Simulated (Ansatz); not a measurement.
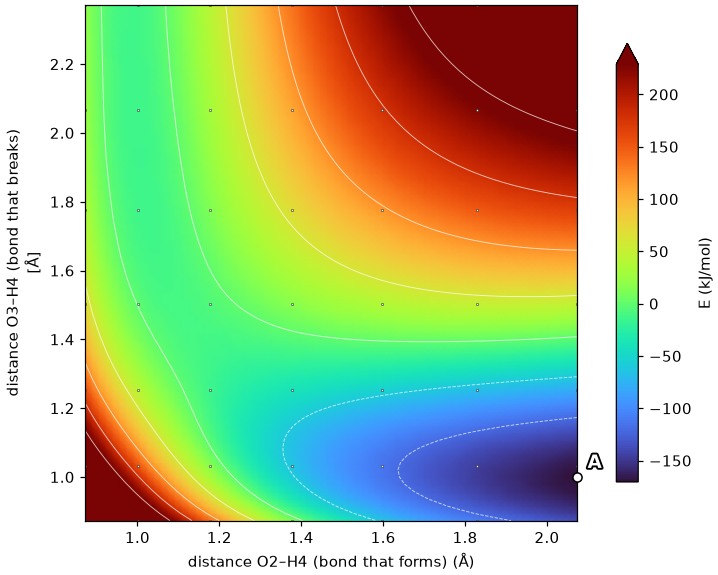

The reacting system ClGaH₂O₂ (fragments ClGaH₂O₂ where the first distance is long, ClGaO + H₂O where the second is long). Coordinates scanned: (1) distance O2–H4 (bond that forms); (2) distance O3–H4 (bond that breaks). Relaxed at each point: all other coordinates. Grid: 7 × 7 points. Points are written as (first, second). All energies are given in kJ/mol relative to a guessed transition structure relaxed with its forming and breaking bonds held. The reference is spin-restricted, so regions where a bond is pulled apart into radicals lie too high. Theory: RKS r2SCAN-D4/def2-SVP (Ansatz).

In the figure: a smooth colour map with a few white contour lines, dots at the grid points, one colour for all values above the top of the scale, the point A. Between grid points the surface is interpolated.

> Find the lowest path from A to the other arm of the map, and its barrier.

The easiest path runs from the side where the first distance is long, (2.073 Å, 1.033 Å), to the side where the second distance is long, (1.001 Å, 2.067 Å). Its highest point, at about (1.12 Å, 1.47 Å), lies about 160 kJ/mol above the start and 3.4 kJ/mol above the end on the interpolated surface. An end on the edge of the scan is no minimum, so the barrier from there is a lower bound.

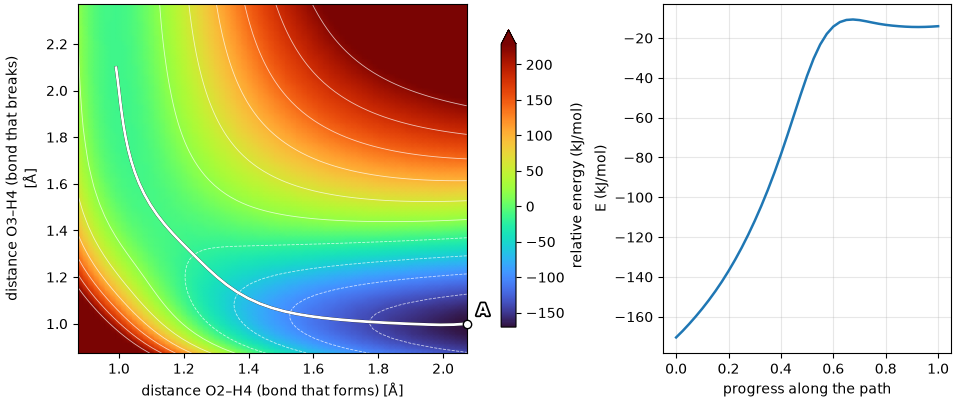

The picture shows a smooth colour map with a few white contour lines, a line along the lowest path, one colour for all values above the top of the scale, the energy along the path at the right. Between grid points the surface is interpolated.
